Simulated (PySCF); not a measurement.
## Run report: C4H9ClSi, NMR shielding calculation

C4H9ClSi, computed with GIAO PBE/pcSseg-1 NMR shielding, non-relativistic, gas phase (PySCF 2.14.0).

The geometry comes from this level: PBE0-D3(BJ)/def2-SVP. Figures and captions count atoms from 1; the log counts them from 0 in places.

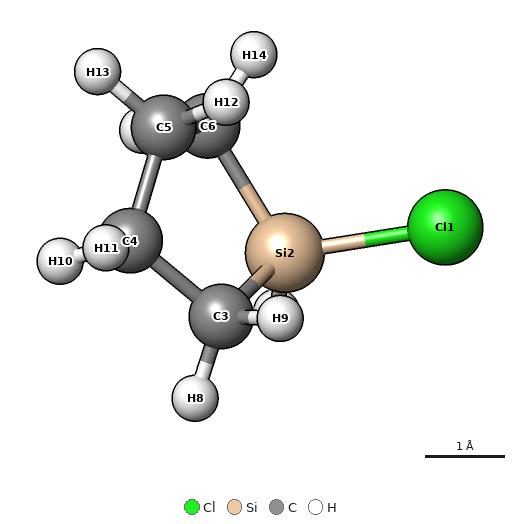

*The input geometry (ball-and-stick view, seen at a tilt; atoms are numbered from 1 in the order of the input).*

Bond lengths as drawn: Cl–Si 2.08 Å, C–C 1.53 to 1.54 Å, C–H 1.10 Å, C–Si 1.88 to 1.89 Å and H–Si 1.49 Å.

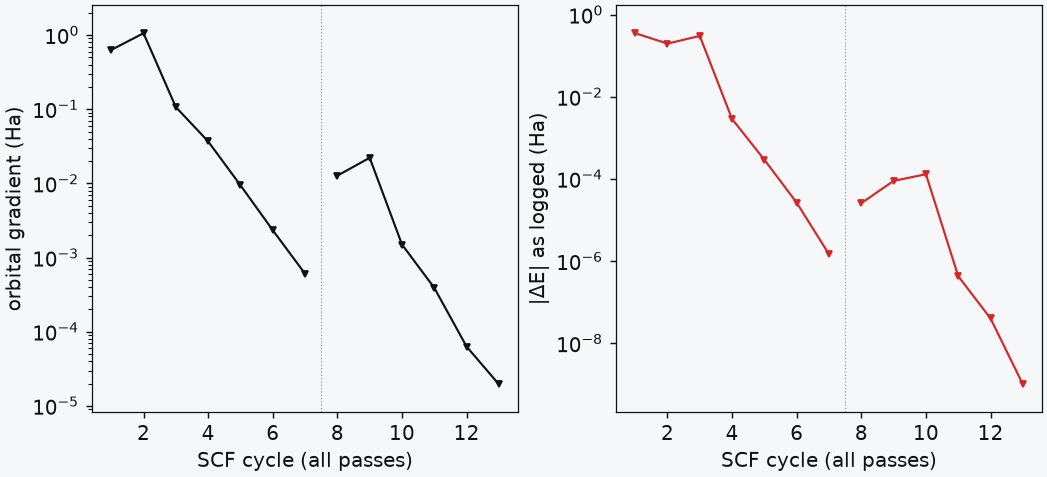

*Convergence of the self-consistent field: orbital gradient and size of the energy change against the SCF cycle. The dotted line marks the change from a coarse to the final integration grid.*

The first 7 cycles use a coarse grid, the final grid takes over at cycle 8, and the field converges after 13 cycles in all.

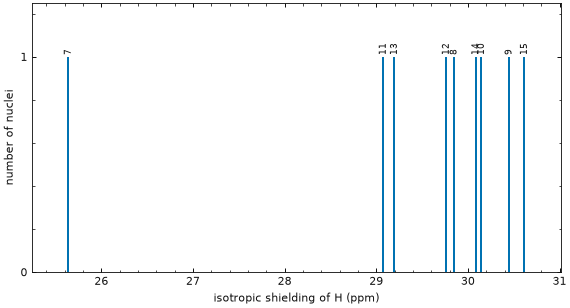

*Isotropic shieldings of the hydrogen nuclei in this fixed geometry, labelled by atom number; shielding grows to the right, so chemical shift grows to the left.*

The least shielded is H7 (25.6 ppm), the most shielded H15 (30.6 ppm).

The input that produced these results follows, with the program's output.

**Input**
```
{"job": {"kind": "nmr", "xc": "PBE", "basis": "pcSseg-1", "pop": false}, "charge": 0, "multiplicity": 1}
Cl     2.054234     5.055669     1.327410
Si     1.724783     3.297345     0.262400
C      2.527808     1.824417     1.130746
C      1.359187     0.838796     1.312833
C      0.066562     1.630591     1.542914
C     -0.052436     2.699346     0.445244
H      2.170940     3.562090    -1.135159
H      3.379968     1.389622     0.587456
H      2.908191     2.168462     2.107007
H      1.245309     0.230161     0.398369
H      1.547430     0.130374     2.135526
H      0.117617     2.125589     2.528978
H     -0.812093     0.966156     1.571238
H     -0.777488     3.492399     0.678620
H     -0.364574     2.239546    -0.509486
```

The first line tells a small driver script what to run in PySCF; the rest is the geometry in Å.

**The program's output**
```
coarse grid: 13176 points
cycle   1  E = -906.8375639683  dE =  3.538e-01  |g| = 6.300e-01  |ddm| = 3.475e+00
cycle   2  E = -906.6397255085  dE =  1.978e-01  |g| = 1.059e+00  |ddm| = 1.647e+00
cycle   3  E = -906.9429520543  dE = -3.032e-01  |g| = 1.069e-01  |ddm| = 1.151e+00
cycle   4  E = -906.9458245122  dE = -2.872e-03  |g| = 3.688e-02  |ddm| = 1.824e-01
cycle   5  E = -906.9461175405  dE = -2.930e-04  |g| = 9.446e-03  |ddm| = 5.473e-02
cycle   6  E = -906.9461439390  dE = -2.640e-05  |g| = 2.343e-03  |ddm| = 1.647e-02
cycle   7  E = -906.9461454052  dE = -1.466e-06  |g| = 6.059e-04  |ddm| = 3.336e-03
final grid: 116856 points
cycle   8  E = -906.9940802555  dE = -2.574e-05  |g| = 1.273e-02  |ddm| = 3.203e-02
cycle   9  E = -906.9939903642  dE =  8.989e-05  |g| = 2.218e-02  |ddm| = 3.144e-02
cycle  10  E = -906.9941207611  dE = -1.304e-04  |g| = 1.502e-03  |ddm| = 2.181e-02
cycle  11  E = -906.9941211894  dE = -4.284e-07  |g| = 3.909e-04  |ddm| = 2.298e-03
cycle  12  E = -906.9941212295  dE = -4.009e-08  |g| = 6.314e-05  |ddm| = 5.661e-04
cycle  13  E = -906.9941212305  dE = -9.993e-10  |g| = 1.959e-05  |ddm| = 1.026e-04
converged SCF energy = -906.9941212305

GIAO shielding tensors (ppm)
atom      isotropic    diamagn.    paramagn.     s11        s22        s33       span
  0 Cl     927.892    1144.829    -216.937    875.396    921.168    987.112    111.717
  1 Si     296.856     876.441    -579.584    239.301    323.539    327.729     88.428
  2 C      160.488     250.222     -89.735    145.281    158.083    178.099     32.818
  3 C      148.757     249.139    -100.382    127.141    152.664    166.466     39.325
  4 C      149.786     249.085     -99.299    130.310    153.574    165.475     35.165
  5 C      160.122     250.383     -90.261    152.632    160.644    167.089     14.457
  6 H       25.640      26.368      -0.728     21.617     24.024     31.278      9.662
  7 H       29.849      28.600       1.249     25.364     27.768     36.416     11.052
  8 H       30.449      27.445       3.004     25.925     28.971     36.452     10.527
  9 H       30.148      34.188      -4.040     25.237     28.237     36.970     11.733
 10 H       29.077      31.757      -2.680     23.851     27.090     36.290     12.439
 11 H       29.765      30.928      -1.163     25.989     27.734     35.572      9.583
 12 H       29.199      32.870      -3.672     23.886     27.149     36.560     12.674
 13 H       30.088      28.265       1.823     26.328     27.603     36.332     10.004
 14 H       30.617      31.853      -1.236     25.984     28.055     37.812     11.828
```

**Results in brief**

```json
{"quantity": "outcome", "value": "converged"}
{"quantity": "total energy", "value": "−906.994121 hartree"}
{"quantity": "HOMO", "value": "−6.82 eV"}
{"quantity": "LUMO", "value": "−0.32 eV"}
{"quantity": "dipole moment", "value": "2.23 D"}
{"quantity": "isotropic shielding, Cl", "value": "927.9 ppm"}
{"quantity": "isotropic shielding, Si", "value": "296.9 ppm"}
{"quantity": "isotropic shielding, C", "value": "148.8 to 160.5 ppm"}
{"quantity": "isotropic shielding, H", "value": "25.6 to 30.6 ppm"}
{"quantity": "hardware", "value": "1 CPU thread, shared host"}
{"quantity": "wall time", "value": "25 s"}
{"quantity": "peak memory", "value": "0.88 GiB"}
```
